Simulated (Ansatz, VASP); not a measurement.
# Se (Selenium): VASP beside Ansatz, part 2 of 2

Wanted: the spread between two codes on one cell, functional and k mesh.

VASP 6.6.1 and Ansatz 0.2.0.

So far: The starting structure; VASP: band structure, r2SCAN-EpsX.

**3. Ansatz: band structure, r2SCAN-EpsX**

Level of this step: Ansatz beside VASP: Kohn-Sham DFT, plane waves, r2SCAN-EpsX (Ansatz).

Ansatz runs on its default PAW (the set named soft_2) files.

The same cell, functional, mesh and smearing now go to Ansatz, which takes its cutoff from its data sets.

Contents of input.yaml:

```yaml
crystal:
  lattice:
    - [4.3662, 0.0, 0.0]
    - [-2.1831, 3.781240118, 0.0]
    - [0.0, 0.0, 4.9536]
  atoms:
    - { symbol: Se, position: [0.7746, 0.7746, 0.0] }
    - { symbol: Se, position: [0.0, 0.2254, 0.6666666667] }
    - { symbol: Se, position: [0.2254, 0.0, 0.3333333333] }
hamiltonian:
  xc: { exchange: r2scan, correlation: r2scan, exx: { coeff: 0.085 } }
  pseudopotentials: { kind: paw }
kpoints:
  mp_grid: { grid: [4, 4, 3] }
  band_path:
    path:
      - [0.0, 0.0, 0.0]
      - [0.44444, 0.0, 0.0]
      - [0.38889, 0.22222, 0.0]
      - [0.18519, 0.18519, 0.0]
      - [0.0, 0.0, 0.11111]
      - [0.0, 0.0, 0.5]
      - [0.44444, 0.0, 0.5]
      - [0.5, 0.0, 0.5]
      - [0.38889, 0.22222, 0.5]
      - [0.33333, 0.33333, 0.5]
      - [0.18519, 0.18519, 0.5]
      - [0.5, 0.0, 0.38889]
      - [0.33333, 0.33333, 0.0]
      - [0.33333, 0.33333, 0.5]
    npoints: 1
scf:
  occupations: { method: gaussian, width: 0.03 }
  n_extra_bands: 7
output:
  forces: true
  stress: true
  eigenvalues: true
```

The run is started by

```
$ ansatz run input.yaml --threads 4 --pin off --max-ram 9216MiB --backend cpu --events-out ev --progress --plain --runs-dir out
```

Numbers of over 12 decimals in the logs are rounded to 6 here.

What it wrote:

```text
Warning: output.stress: scf.convergence.dr2_threshold = 1e-7 eV (the SCF's general default) is looser than the 3e-10 eV advised for a printed stress (1e-10 eV for each atom of the cell: 3). What an SCF threshold leaves in a stress goes as its square root, and in the free energy as the threshold itself, and one threshold admits the most on a small cell: [figures from the program's tests cut] Set scf.convergence.dr2_threshold to 3e-10 eV or tighter. The threshold is an SCF's pass mark: one that does not reach it within its budget of iterations ends unconverged, or closes short of it on a stop that the run arms, and scf.convergence.dr2_threshold's page says what that costs each kind of run
Warning: output.stress: scf.exx.energy_threshold = 1e-6 eV is looser than the 3e-8 eV advised for a stress under a hybrid functional (1e-8 eV for each atom of the cell: 3). Every SCF of the exchange loop can meet its threshold on dr2 while the loop round them stops early: no threshold on dr2 bounds what that leaves in the stress. Set scf.exx.energy_threshold to 3e-8 eV or tighter. The threshold is the loop's pass mark: a loop that does not reach it within its budget of cycles ends unconverged, and scf.exx.energy_threshold's page has the law
scf.n_extra_bands = 7 over 24 filled bands (N_el = 48.0): the run solves 31 bands
Engine: ansatz 0.2.0, aarch64-unknown-linux-gnu
Pseudopotentials: kind: paw
Pseudopotential: Se, paw, valence charge 16, recommended cutoff 500 eV (meta_gga), Se.paw.azcp
Functional definition: unnamed
  parameter a_1 = 0.085
  exchange = (1 - a_1)*r2scan_x + a_1*exact_x
  correlation = r2scan_c
Crystal: 3 atoms, lattice volume = 81.782 Å³
Basis set: ecut = 500 eV, 2017 PW (Γ), exchange–correlation on 128×128×160 points (64 copies of the dense FFT grid, shifted against one another)
Bands: 31, of which v1, the nominal top of the filled ones, is band 24 counted from 1 (23 counted from 0)
Symmetry: 6 space group operations
Space group: P3121 (ITA 152), of the structure as read, at distance tolerance 4.3e-5 Å
k-points: 9 of 48 (time reversal used)
Non-local potential: Se, projectors of the file, l = 0: 2, l = 1: 2, l = 2: 3, l = 3: 1
PAW form: soft (Blöchl's): semilocal exchange-correlation on the pseudo side does not see the compensation charge
PAW frozen core: Se, regenerated for the run's functional, and the local potential with it (the file was generated under x = pbe(κ = 0.804, μ = 0.219515), c = pbe(β = 0.066725))
PAW one-centre angular grid: Se, 590 points (default); XC on 160 Gauss nodes
Initial density: superposition of atomic densities (neutral atoms: chi_scale 0, normalization atom), corrected by the library's trained network
Initial wavefunctions: pseudopotential atomic-orbital guess
Functional: x = r2scan, c = r2scan; τ floored in thin density (d = 2e-4 eV/Å³), warm-up for x = 0.915 r2scan + 0.085 exact, c = r2scan; τ floored in thin density (d = 2e-4 eV/Å³)
SCF iter   1: F=—  HF=-16434.353881 eV  |F-HF|=—  |Δ(HF+E_count)|=         —  Δρ=3.05e-3  dr2=4.81e-3  dr2_τ=9.14e-3  ethr=1.77e-3  ⟨swp⟩=7.6  Hψ=1124  notcnv=0
preconditioner: auto → none  [insulator: Δε(μ)=1.869 eV  Ē_g=12.385 eV  σ=0.030 eV  W_gap=1.00  n_scr=20 (ndim 8)  ℏωp=17.4 eV  f_vac=0.096  D(μ)=0.00/eV (n_scr^D=0)]
SCF iter   2: F=—  HF=-16434.363760 eV  |F-HF|=—  |Δ(HF+E_count)|=   9.88e-3  Δρ=1.58e-3  dr2=1.08e-3  dr2_τ=3.22e-5  ethr=1.00e-5  ⟨swp⟩=4.1  Hψ=827  notcnv=0
iter 3 solved again at ethr=1.82e-7 eV; its pass at ethr=2.25e-6 eV (dr2=8.73e-5 eV) is discarded
SCF iter   3: F=-16434.364442 eV  HF=-16434.364376 eV  |F-HF|=6.64e-5  |Δ(HF+E_count)|=   6.16e-4  Δρ=4.52e-4  dr2=8.80e-5  dr2_τ=3.15e-6  ethr=1.82e-7  ⟨swp⟩=2.7  Hψ=1059  notcnv=0
SCF 1 stopped early in 3 iterations: F = -16434.364442 eV  dr2 = 8.80e-5
  greatest PAW one-centre occupation: 1.000 electrons in one spin orbital (limit 2), on the Se atom at site 2 (counted from 0), in its partial waves of l = 2
Initial density: handed on by an earlier stage of this run
Initial wavefunctions: those handed on with the density
Functional: x = 0.915 r2scan + 0.085 exact, c = r2scan; τ floored in thin density (d = 2e-4 eV/Å³)
Frozen-core exchange: fock
SCF iter   1: F=—  HF=-16433.558431 eV  |F-HF|=—  |Δ(HF+E_count)|=         —  Δρ=1.63e-3  dr2=1.11e-3  dr2_τ=6.61e-5  ethr=1.83e-6  ⟨swp⟩=5.8  Hψ=1170  notcnv=0
preconditioner: auto → none  [insulator: Δε(μ)=2.326 eV  Ē_g=13.037 eV  σ=0.030 eV  W_gap=1.00  n_scr=20 (ndim 8)  ℏωp=17.4 eV  f_vac=0.100  D(μ)=0.00/eV (n_scr^D=0)]
SCF iter   2: F=—  HF=-16433.557829 eV  |F-HF|=—  |Δ(HF+E_count)|=   6.02e-4  Δρ=6.17e-4  dr2=2.35e-4  dr2_τ=1.73e-6  ethr=1.83e-6  ⟨swp⟩=3.0  Hψ=751  notcnv=0
SCF iter   3: F=—  HF=-16433.557852 eV  |F-HF|=—  |Δ(HF+E_count)|=   2.33e-5  Δρ=5.78e-5  dr2=5.02e-5  dr2_τ=1.10e-7  ethr=2.79e-7  ⟨swp⟩=3.0  Hψ=544  notcnv=0
SCF iter   4: F=—  HF=-16433.558615 eV  |F-HF|=—  |Δ(HF+E_count)|=   7.63e-4  Δρ=1.19e-4  dr2=6.92e-6  dr2_τ=1.45e-7  ethr=4.98e-9  ⟨swp⟩=4.1  Hψ=995  notcnv=0
SCF iter   5: F=—  HF=-16433.558615 eV  |F-HF|=—  |Δ(HF+E_count)|=   6.01e-7  Δρ=1.98e-5  dr2=6.29e-7  dr2_τ=5.11e-9  ethr=4.98e-9  ⟨swp⟩=3.0  Hψ=632  notcnv=0
SCF iter   6: F=-16433.558619 eV  HF=-16433.558619 eV  |F-HF|=6.24e-9  |Δ(HF+E_count)|=   4.34e-6  Δρ=1.02e-5  dr2=6.21e-8  dr2_τ=9.89e-10  ethr=4.32e-10  ⟨swp⟩=4.2  Hψ=759  notcnv=0  defer=1
SCF 2 converged in 6 iterations: F = -16433.558619 eV  dr2 = 6.21e-8
  Residual-converged pass: ⟨swp⟩=3.0  Hψ=550  notcnv=0  max |occ|·‖R‖ = 5.9e-6 eV (tolerance 6.7e-6 eV)  dr2=6.18e-8  dr2_τ=1.01e-9  dr2_onsite=5.33e-9  max |Δocc| = 0.0e0
hybrid outer 1: dexx = +6.926e-4 eV, tail = 2.87e-6 eV
Frozen-core exchange: fock
SCF iter   1: F=—  HF=-16433.558633 eV  |F-HF|=—  |Δ(HF+E_count)|=         —  Δρ=1.38e-5  dr2=1.07e-7  dr2_τ=1.74e-9  ethr=2.99e-8  ⟨swp⟩=4.9  Hψ=590  notcnv=0
preconditioner: auto → none  [insulator: Δε(μ)=2.334 eV  Ē_g=13.040 eV  σ=0.030 eV  W_gap=1.00  n_scr=20 (ndim 8)  ℏωp=17.4 eV  f_vac=0.100  D(μ)=0.00/eV (n_scr^D=0)]
SCF iter   2: F=—  HF=-16433.558633 eV  |F-HF|=—  |Δ(HF+E_count)|=   4.18e-8  Δρ=2.69e-6  dr2=3.87e-9  dr2_τ=1.84e-10  ethr=1.83e-10  ⟨swp⟩=4.0  Hψ=849  notcnv=0
SCF iter   3: F=-16433.558633 eV  HF=-16433.558633 eV  |F-HF|=3.64e-11  |Δ(HF+E_count)|=   3.90e-9  Δρ=7.53e-7  dr2=2.69e-10  dr2_τ=2.03e-11  ethr=6.98e-12  ⟨swp⟩=3.8  Hψ=741  notcnv=0  defer=2
SCF 3 converged in 3 iterations: F = -16433.558633 eV  dr2 = 2.69e-10
  Residual-converged pass: ⟨swp⟩=2.3  Hψ=503  notcnv=0  max |occ|·‖R‖ = 5.3e-7 eV (tolerance 5.4e-7 eV)  dr2=2.69e-10  dr2_τ=2.03e-11  dr2_onsite=2.01e-10  max |Δocc| = 0.0e0
hybrid outer 2: dexx = +5.915e-9 eV, tail = 1.12e-9 eV, Δε = 2.82e-4 eV (about 1.38e-5 eV left of the loop's levels), ΔF = 1.46e-3 eV/Å (tail 1.44e-4)
NSCF: frozen V_eff on 14 k-points
hybrid SCF converged: 2 outer / 9 inner (+3 warm-up), last move |dexx| = 5.91e-9 eV, tail = 1.12e-9 eV
Stability not checked: this state was not tested for a lower state beside it, because the functional holds exact exchange (a hybrid, or Hartree-Fock), whose exchange loop this test does not read (fock_operator; see scf.lower_state_search)
Free energy (F): -16433.558633 eV
Frozen-core exchange: fock
Harris-Foulkes:  -16433.558633 eV  (|F-HF|=3.64e-11)
Internal energy: -16433.558633 eV  (E = F + TS)
E sigma→0 (E₀):  -16433.558633 eV
Fermi energy:    7.206559 eV
--- Per-component energies (eV) ---
  E_band       = -1322.380269
  E_kinetic    = 351.152991
  E_local      = -7737.466132  (includes V_loc(G=0)·N_el)
  E_nonlocal   = -1782.105462
  E_hartree    = 3790.348834
  E_xc         = -270.102658
  E_vxc        = -288.960231  (∫ρ·V_xc dr)
  E_exx        = -76.163921  (= α·E_x^exact, valence–valence)
  E_paw        = -5721.858574  (= ΣΔE_a)
  E_vpaw       = 692.869539  (= ΣTr[D̂ρ^β])
  E_aug_tail   = -0.000628  (compensation charges beyond the density's cutoff)
  E_vtau       = 13.760090  (kinetic-family band-sum trace: ∫τ·v_τ [+ j·A + Jᵃ·Aᵃ] dr)
  E_ewald      = -4981.574654
  E_core_change = -5.788428  (= ΣΔE_core)
  E_smearing   = -0.000000  (= −TS)
  E_closure    = -0.000000  (closes the sum)
  Σ components = -16433.558633   (vs F -16433.558633, Δ=0.00e0)
--- Forces (eV/Å), atoms counted from 1 ---
  atom   1  Se     0.06031483     0.10446836     0.00000000
  atom   2  Se     0.06031483    -0.10446836    -0.00000000
  atom   3  Se    -0.12062967    -0.00000000    -0.00000000
  max |Σ_I F_I| component: 8.33e-17 eV/Å
--- Stress (GPa, compression-positive) ---
        0.822948       0.000000      -0.000000
        0.000000       0.822948       0.000000
       -0.000000       0.000000       0.881446
  P = ⅓ Tr σ = 0.8424 GPa (8.424 kbar)
--- Band table (eV; the first three rows and the last of 9) ---
  k-point 0: bands = [... 20 lower, 2.3966, 4.1192, 4.1192, 5.8523, 9.0059, 9.0059, 9.2720, 13.6232, ... 3 higher]
  k-point 1: bands = [... 20 lower, 2.7365, 4.3697, 4.8495, 5.1641, 8.3732, 8.4355, 8.5771, 13.8574, ... 3 higher]
  k-point 2: bands = [... 20 lower, 2.5503, 4.1514, 4.5886, 5.4617, 8.9883, 9.1267, 9.9280, 13.2269, ... 3 higher]
  k-point 8: bands = [... 20 lower, 2.0564, 4.2848, 5.2131, 6.0392, 8.7488, 9.7291, 10.3115, 13.6451, ... 3 higher]
```

The job ended after 51 s (4 threads of Arm Neoverse V2, shared host; peak memory 1 GiB; 3.1 min of CPU time).

**4. Differences**

Known differences besides the PAW data sets themselves: exact exchange at q = 0 is treated differently, which shows on coarse meshes; VASP keeps PBE cores, Ansatz makes them for the functional; the data sets hold 48 valence electrons in Ansatz (default PAW (the set named soft_2) files) and 18 in VASP; the cutoff is 500 eV in Ansatz and 350 eV in VASP; VASP takes a coarser grid for exact exchange (PRECFOCK = Fast). Total energies have different zeros and are not compared.

Both answers:

| quantity | Ansatz | VASP | difference |
| --- | --- | --- | --- |
| gap over the path points (eV) | 1.661 | 1.649 | +0.012 |

Forces (eV/Å; atoms numbered as in POSCAR):

| atom | Ansatz x, y, z | VASP x, y, z |
| --- | --- | --- |
| Se1 | 0.060, 0.104, 0.000 | 0.069, 0.119, 0.000 |
| Se2 | 0.060, -0.104, 0.000 | 0.069, -0.119, 0.000 |
| Se3 | -0.121, 0.000, 0.000 | -0.137, 0.000, 0.000 |

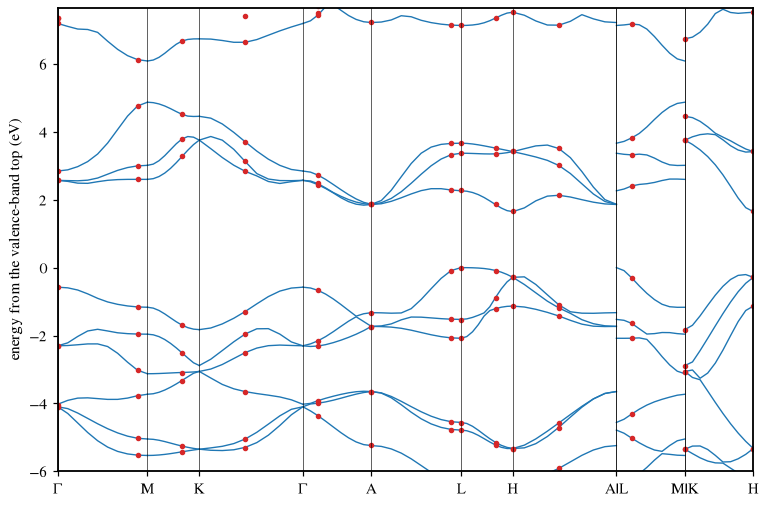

Bands from VASP (lines) and levels from Ansatz (dots). Dots without a line are higher empty bands that the VASP plot leaves out.

Levels at points of the path, from each program's valence-band top (eV; 4 filled, then empty):

| k (reciprocal lattice) | Ansatz | VASP |
| --- | --- | --- |
| 0.000 0.000 0.000 | -4.03 -2.31 -2.31 -0.58 2.58 2.58 2.84 | -4.02 -2.30 -2.30 -0.58 2.57 2.57 2.85 |
| 0.444 0.000 0.000 | -3.78 -3.03 -1.96 -1.16 2.60 3.00 4.77 | -3.77 -3.02 -1.96 -1.16 2.60 3.00 4.76 |
| 0.389 0.222 0.000 | -3.33 -3.09 -2.52 -1.70 3.28 3.80 4.53 | -3.32 -3.09 -2.51 -1.69 3.27 3.79 4.51 |
| 0.185 0.185 0.000 | -3.66 -2.51 -1.96 -1.29 2.84 3.13 3.71 | -3.65 -2.50 -1.95 -1.29 2.83 3.12 3.70 |
| 0.000 0.000 0.111 | -3.92 -2.31 -2.16 -0.67 2.45 2.48 2.72 | -3.92 -2.31 -2.15 -0.67 2.44 2.47 2.72 |
| 0.000 0.000 0.500 | -3.65 -1.74 -1.74 -1.33 1.86 1.86 1.87 | -3.65 -1.73 -1.73 -1.33 1.86 1.86 1.87 |
| 0.444 0.000 0.500 | -4.54 -2.07 -1.52 -0.09 2.30 3.33 3.66 | -4.54 -2.07 -1.52 -0.09 2.29 3.33 3.66 |
| 0.500 0.000 0.500 | -4.56 -2.09 -1.53 0.00 2.27 3.37 3.67 | -4.56 -2.08 -1.52 0.00 2.26 3.37 3.66 |
| 0.389 0.222 0.500 | -5.16 -1.21 -0.88 -0.09 1.87 3.36 3.53 | -5.15 -1.21 -0.88 -0.08 1.86 3.35 3.52 |
| 0.333 0.333 0.500 | -5.34 -1.13 -0.29 -0.29 1.66 3.42 3.42 | -5.33 -1.13 -0.29 -0.29 1.65 3.42 3.42 |

The forces differ by 9.5 meV/Å r.m.s., which is 12.0 % of the r.m.s. force of 0.08 eV/Å (both taken over all components). Among the levels compared (up to four filled and three empty ones at each point), filled levels agree within 13 meV and empty ones within 12 meV.

**5. Outcome**

```
difference in gap over the path points (band structure, r2SCAN-EpsX) : 0.012 eV
r.m.s. force difference (band structure, r2SCAN-EpsX)                : 9.5 meV/Å
```

In words: The r.m.s. force difference is 9.5 meV/Å (band structure, r2SCAN-EpsX), within the 12 meV/Å picked in this series as the mark of a large difference. How closely two codes agree says nothing of how well the functional describes the real material.

[Lines on the potential files, build, host, timing and source positions are cut from VASP's logs without a mark.]

[Logs are printed without paths, hosts, clocks, repeated set-up lines and the standing remarks that a program may print on its own settings, such as how far it seeks lower states.]

[Hosts, paths, dates, database ids (printed as entryN), source tags and the programs' standing remarks are cut or masked in the printed files.]
